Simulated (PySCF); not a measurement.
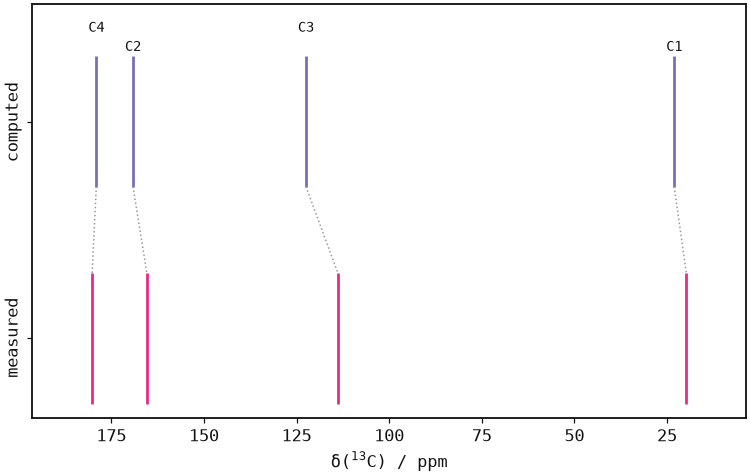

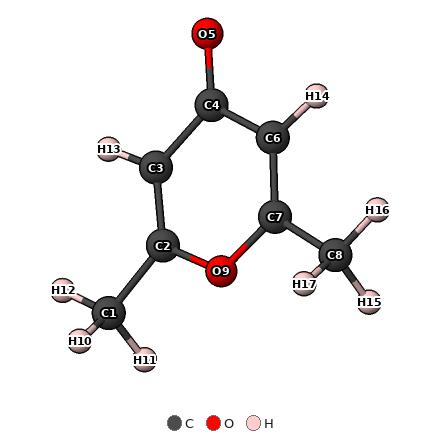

¹³C shifts of C₇H₈O₂ (2,6-dimethyl-4-pyrone), SMILES Cc1cc(=O)cc(C)o1 against TMS: GIAO PBE0/pcSseg-1 (PySCF) for one gas-phase conformer (GFN2-xTB, like atoms averaged; labels name one atom of each set) above, published measurements (CDCl3) below; dotted lines join the same nuclei. Only nuclei with a measured value are shown, one named for each set of like atoms.

> Is the order of the signals reproduced?

Yes, no dotted lines cross.

> Give the values.

| nucleus | computed | measured |
| --- | --- | --- |
| C4 | 179.1 | 180.2 |
| C2 | 169.2 | 165.4 |
| C3 | 122.5 | 113.8 |
| C1 | 23.1 | 19.8 |

Known limits of this run: the tight-binding geometry is rougher than a DFT one and adds to the error.
